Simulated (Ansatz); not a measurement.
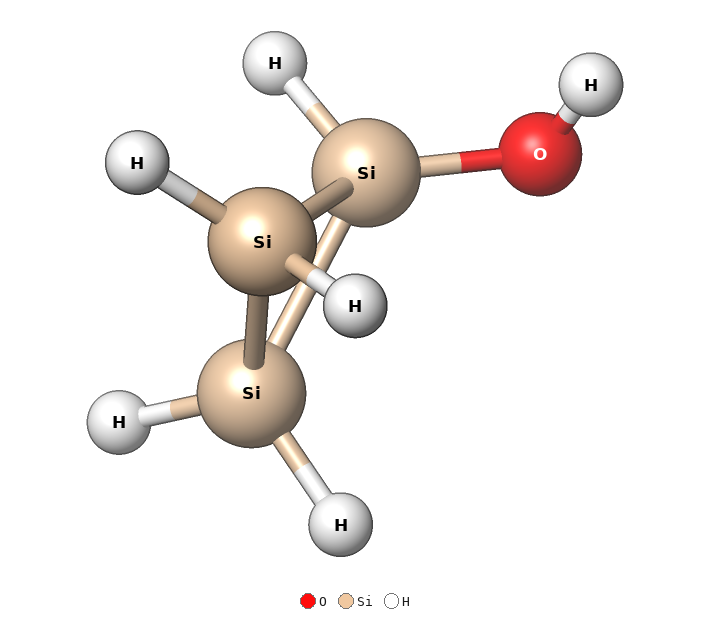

A ball-and-stick model of a molecule.

**Count the atoms of each element.**

H₆OSi₃, 10 atoms: 6 hydrogen, 1 oxygen and 3 silicon.

**What is its SMILES?**

O[SiH]1[SiH2][SiH2]1

**Give the symmetry (Schoenflies symbol).**

C1.

The parts below concern this one geometry. Atoms keep their numbers from picture to picture. The computed structure is the end point of a PBE0-D4/def2-TZVP optimisation.

**Vibrations**

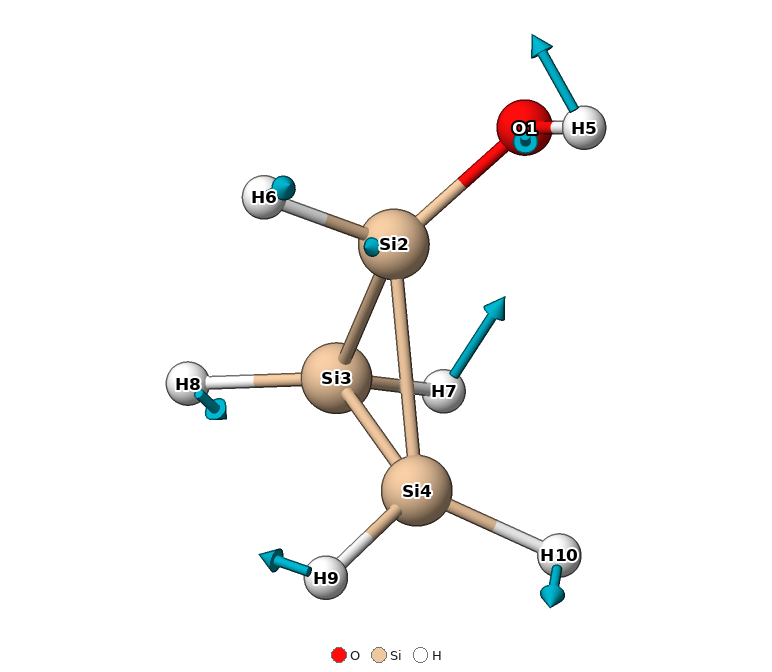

The arrows show one normal mode. Harmonic vibrations computed with RKS PBE0-D4/def2-TZVP (Ansatz 0.2.0) at a stationary point of the same level.

**What kind of motion is it?**

Mostly H–Si–Si bending.

**At what wavenumber does it lie?**

115 cm⁻¹; it is mode 2 of 24 counted from the lowest.

**Electronic properties**

Method: RKS BLYP-D4/def2-TZVPP (Ansatz 0.2.0).

Predict the main results.

- HOMO energy (Kohn–Sham orbital): −5.61 eV
- LUMO energy (Kohn–Sham orbital): −1.94 eV
- HOMO–LUMO gap: 3.67 eV
- dispersion correction: −51.2 kJ/mol

**Charges**

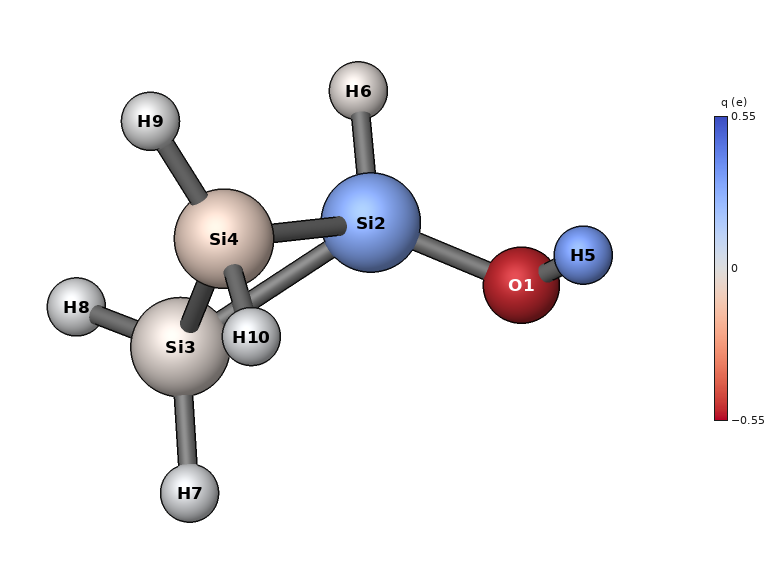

Atoms are coloured by their Mulliken charges. Level of theory: RKS PBE0-D4/def2-TZVP (Ansatz 0.2.0).

**Which atom carries the highest charge (most positive or least negative)?**

H5 (0.33 e).

**And the lowest?**

O1 (−0.51 e).

Give the Mulliken charges atom by atom.

```
atom  value (e)
  O1      −0.51
 Si2       0.28
 Si3      −0.03
 Si4      −0.07
  H5       0.33
  H6      −0.02
  H7       0.01
  H8       0.01
  H9       0.00
 H10       0.01
```

Mulliken values depend strongly on the basis set and can even reverse the polarity of a bond.
